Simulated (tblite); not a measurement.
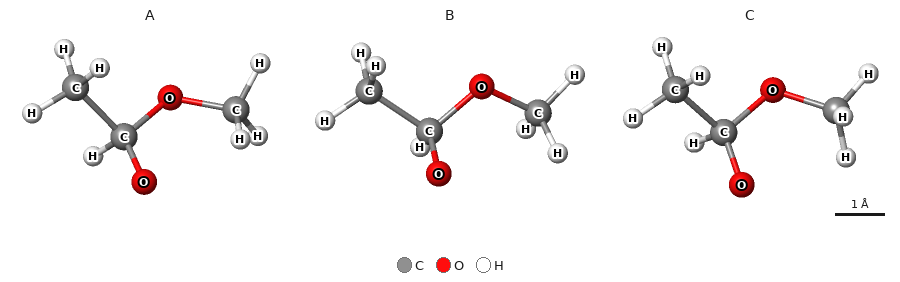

3 geometries from one relaxation of C3H7O2 (multiplicity 2), in shuffled order. The picture is a ball-and-stick view, seen at a tilt.

All numbers below come from tblite 0.8.0, GFN2-xTB geometry optimisation, gas phase. 

Put them in the order of the run, from the start to the converged end.

B, A, C. They are steps 0, 49, 105, at +51.9 kJ/mol, +2.58 kJ/mol relative to the last. An H atom moves most after the best rigid fit: 1.05 Å. By element the largest moves are H 1.05 Å, O 0.78 Å, C 0.36 Å. Near-neighbour distances that change, for instance: C–O 1.317 → 1.275 Å, C–C 1.545 → 1.575 Å, C–O 1.432 → 1.402 Å, C–H 1.114 → 1.086 Å. Bond angles that change, for instance: O–C–H 121.2° → 111.5°, C–C–O 107.1° → 115.0°, O–C–O 110.5° → 117.4°. Groups turn about C–O by about 70°. After 105 geometry steps the energy has fallen by 51.9 kJ/mol. Cost: 0.4 s on 1 thread of Arm Neoverse V1, with other jobs on the host.
